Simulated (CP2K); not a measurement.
Consider 2-ethynylthiophene at its PBE geometry (Å).

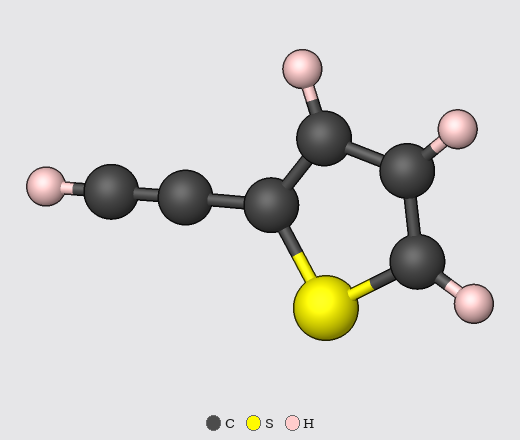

The molecule (carbon dark grey, sulfur yellow, hydrogen pink).

```xyz
11

C     3.1271    0.2284    0.0400
C     1.9114    0.1937   -0.0006
C     0.5044    0.1675   -0.0512
C    -0.3575   -0.8460    0.3489
C    -1.7217   -0.5209    0.1488
C    -1.8937    0.7322   -0.4015
S    -0.3961    1.5193   -0.6767
H     4.1955    0.2553    0.0754
H     0.0028   -1.7815    0.7701
H    -2.5489   -1.1807    0.4018
H    -2.8233    1.2328   -0.6550
```

Method: CP2K XAS_TDP, all-electron GAPW, PBEh(45%), aug-cc-pVDZ, TDA, no relativity.

**Question.** Where do the C K-edge lines lie, and how strong are they?

Leading lines: C1 281.58 eV, C2 281.90 eV, C3 282.25 eV, C4 281.37 eV, C5 281.81 eV and C6 281.68 eV. The leading line of an atom is its first one with 35 % of the strongest within 2.5 eV of its lowest line over the strength cut. 

The first six lines of each atom with a strength over 0.0015:

```
                     atom  energy (eV)  states  strength, one atom
   C1 (bonded to C and H)       281.58       1              0.0401
                                281.86       1              0.0492
                                284.47       1              0.0055
                                285.13       1              0.0053
                                285.47       1              0.0037
                                285.51       1              0.0025
       C2 (bonded to 2 C)       281.90       1              0.0306
                                282.13       1              0.0473
                                284.78       1              0.0242
                                286.28       1              0.0032
                                286.51       1              0.0016
                                287.12       1              0.0025
 C3 (bonded to 2 C and S)       282.25       1              0.0410
                                284.38       1              0.0303
                                285.85       1              0.0027
                                286.80       1              0.0025
                                286.85       1              0.0130
                                288.16       1              0.0048
 C4 (bonded to 2 C and H)       281.37       1              0.0453
                                284.14       1              0.0095
                                284.66       1              0.0103
                                285.45       1              0.0084
                                285.66       1              0.0035
                                286.24       2              0.0036
 C5 (bonded to 2 C and H)       281.81       1              0.0422
                                283.40       1              0.0137
                                284.45       1              0.0107
                                285.02       1              0.0068
                                285.61       1              0.0027
                                286.09       1              0.0022
C6 (bonded to C, S and H)       281.68       1              0.0494
                                284.56       1              0.0295
                                285.11       1              0.0149
                                285.39       1              0.0024
                                285.74       1              0.0045
                                286.20       1              0.0038
```

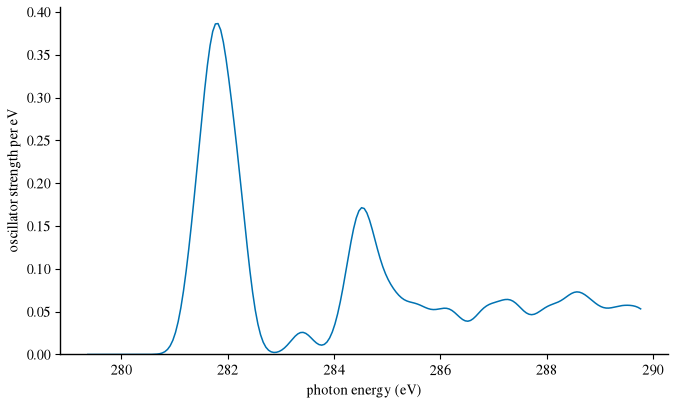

All atoms added, broadened by 0.5 eV.

Lines are vertical, at one geometry, with no vibrational structure. Without a correction of the core level, line positions, and the gaps between valence and Rydberg lines, follow the share of exact exchange. At this level such K lines come out 3 to 6 eV under measured ones. These values hold no scalar relativity, about 0.1 eV for C 1s. Rydberg lines, and the discretised continuum above threshold, depend on the basis and the box.

[Banner, clock and machine lines of the logs are left out without a mark of their own.]

[Logs are printed without paths, hosts, clocks, repeated set-up lines and the standing remarks that a program may print on its own settings, such as how far it seeks lower states.]

[Hosts, paths, dates, database ids (printed as entryN), source tags and the programs' standing remarks are cut or masked in the printed files.]
